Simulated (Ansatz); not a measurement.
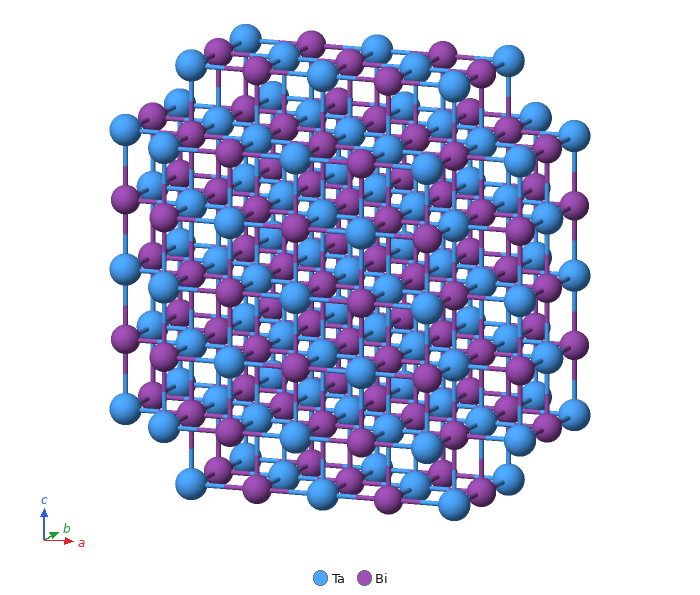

TaBi (space group Fm-3m, No. 225): coordinates from a relaxation with DFT PBE, scalar-relativistic, plane waves, PAW (Ansatz); the starting structure was generated, so it need not be a known form of this composition.

Bonds are taken as Bi–Ta below 3.3 Å; no other contact counts. Simplification: prune 0- and 1-connected atoms, fold 2-connected ones into links.

### What kind of net remains, and which atoms are its nodes?

A uninodal 6-connected, three-periodic net: Ta and Bi are 6-connected nodes.

### Name the underlying net.

It is the pcu net, known from NaCl, ReO3 and the B-X framework of perovskite.

### Is the net interpenetrated?

It is a single net, without interpenetration.

### Give the point symbol of each node (shortest cycle at each angle).

Ta and Bi: 4¹²·6³.

The simplified net, drawn on the atoms' positions. Nodes are coloured by element. Edges to nodes outside the piece are drawn as stubs.

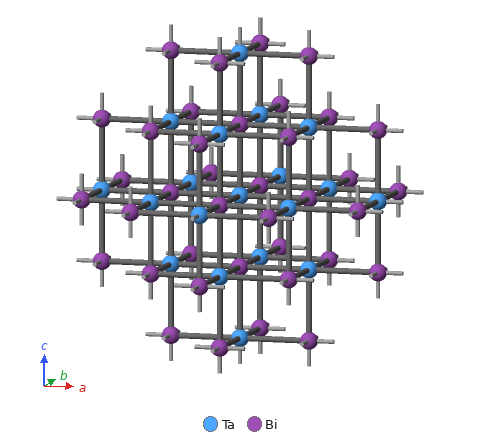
